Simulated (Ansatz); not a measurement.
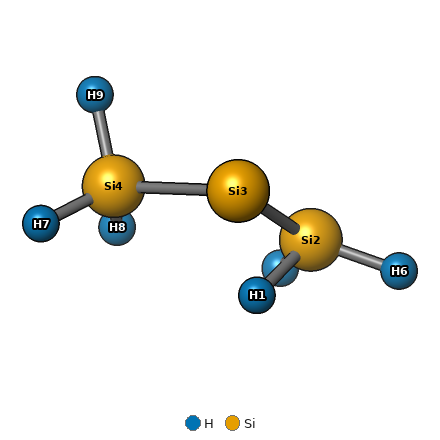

The system is the reacting system H6Si3 (one molecule; an intramolecular 1,2-shift); the picture shows the reference structure. First axis: distance H1–Si3 (bond that forms). Second axis: distance H1–Si2 (bond that breaks). Relaxed at each point: all other coordinates. Grid: 10 × 10 points. Points are written as (first, second). Energies: eV, counted from the lowest grid point. The reference is spin-restricted, so regions where a bond is pulled apart into radicals lie too high. Theory: Ansatz 0.2.0, RKS PBE0-D4/def2-SVP.

Its coordinates:

```xyz
9

H    -0.8290   -1.2747   -0.7133
Si   -1.1907   -0.8524    0.9004
Si   -1.2650    0.4382   -0.9328
Si    1.0297    1.0306   -0.5971
H    -0.0199   -1.2485    1.7489
H    -2.3287   -1.7660    1.2331
H     1.7849    0.9330   -1.8866
H     1.7988    0.2664    0.4391
H     1.0200    2.4734   -0.1916
```

Range: distance H1–Si3 (bond that forms) from 1.278 to 2.778 Å; distance H1–Si2 (bond that breaks) from 1.278 to 3.078 Å.

What will the energy surface look like?

The lowest grid point is at (1.507 Å, 3.078 Å). It lies at the edge of the scanned range, so the true minimum may lie outside. A higher local minimum lies near (1.822 Å, 1.734 Å) (0.37 eV above the lowest at that grid point). The highest grid point, (2.778 Å, 3.078 Å), lies 3.16 eV above the lowest. On the interpolated surface the lowest path from the side where the first distance is long, about (2.78 Å, 1.51 Å), to the side where the second distance is long, (1.507 Å, 3.078 Å), has its top at about (1.58 Å, 2.07 Å), about 0.15 eV above the start and 0.58 eV above the end.

```
second ↓, first →  1.278  1.374  1.507  1.658  1.822  1.997  2.182  2.374  2.573  2.778
            3.078   0.56   0.13   0.00   0.21   0.65   1.19   1.78   2.32   2.80   3.16
            2.832   0.59   0.20   0.09   0.31   0.73   1.26   1.80   2.29   2.65   2.90
            2.593   0.75   0.36   0.24   0.44   0.83   1.30   1.75   2.08   2.33   2.53
            2.362   0.98   0.58   0.42   0.57   0.88   1.21   1.49   1.73   1.93   2.10
            2.141   1.24   0.82   0.58   0.61   0.76   0.94   1.14   1.33   1.49   1.62
            1.931   1.48   0.95   0.61   0.50   0.53   0.64   0.78   0.91   1.02   1.10
            1.734   1.64   1.04   0.59   0.39   0.37   0.43   0.51   0.59   0.65   0.68
            1.553   1.83   1.19   0.69   0.45   0.37   0.38   0.42   0.44   0.44   0.43
            1.393   2.28   1.63   1.11   0.84   0.72   0.68   0.66   0.63   0.60   0.55
            1.278   2.97   2.31   1.79   1.50   1.36   1.29   1.23   1.17   1.11   1.05
```

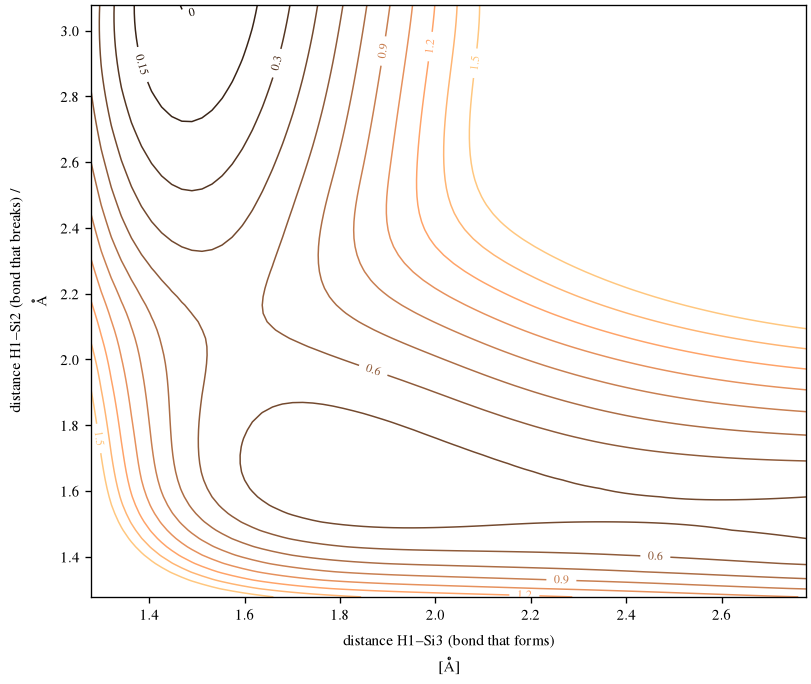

Drawn: contour lines labelled in eV (none above 1.5). Between grid points the surface is interpolated.

Each point was launched as `ansatz run input.yaml --threads 1 --pin off --max-ram 2560MiB --backend cpu --events-out ev --progress --plain --runs-dir out`. The whole map (100 points run) took 22 min on 1 thread of Arm Neoverse V2 (shared host).
